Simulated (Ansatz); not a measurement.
Input

```
crystal:
  periodic: [false, false, false]
  atoms:
    - {symbol: Si, position_ang: [-1.375770, 0.673164, -1.041390]}
    - {symbol: Si, position_ang: [1.141679, -1.424454, 1.431499]}
    - {symbol: H, position_ang: [-1.276349, -0.465417, -1.979499]}
    - {symbol: H, position_ang: [-2.547680, 1.545705, -1.272765]}
    - {symbol: N, position_ang: [0.027218, 1.613759, -1.177577]}
    - {symbol: H, position_ang: [1.131865, -0.048657, 1.985936]}
    - {symbol: F, position_ang: [-1.600657, 0.020948, 0.411184]}
    - {symbol: H, position_ang: [2.390547, -2.111060, 1.855046]}
    - {symbol: H, position_ang: [-0.031447, -2.189148, 1.915469]}
    - {symbol: H, position_ang: [1.124789, -1.359768, -0.053771]}
    - {symbol: H, position_ang: [0.938409, 1.194642, -1.261699]}
    - {symbol: H, position_ang: [0.077496, 2.550085, -0.812431]}
basis:
  gaussian: {orbitals: def2-TZVPP}
hamiltonian: {xc: pbe0, dispersion: d4}
output: {orbitals: {seedname: orbitals}}
```

Run with:

```sh
ansatz run in.yaml --threads 4 --pin off --events-out ev --progress --plain --max-ram 9574MiB
```

The product side of a reaction path; geometry: PBE0-D4/def2-TZVP.

Method: Ansatz, RKS PBE0-D4/def2-TZVPP.

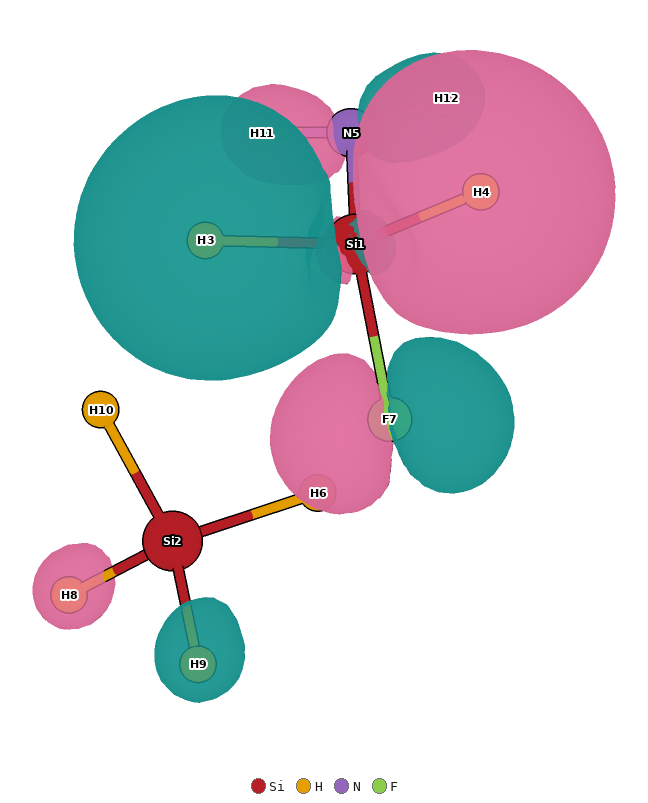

FH4NSi···SiH4. The HOMO−1 at ±0.08 Å⁻³ᐟ² (teal and pink are the two phases), seen at an oblique angle.

What is the character of this orbital?

It lies mainly on Si1 (about 30 %), H4 (about 25 %), H3 (about 25 %) and F7 (about 15 %). Its energy is −9.41 eV.
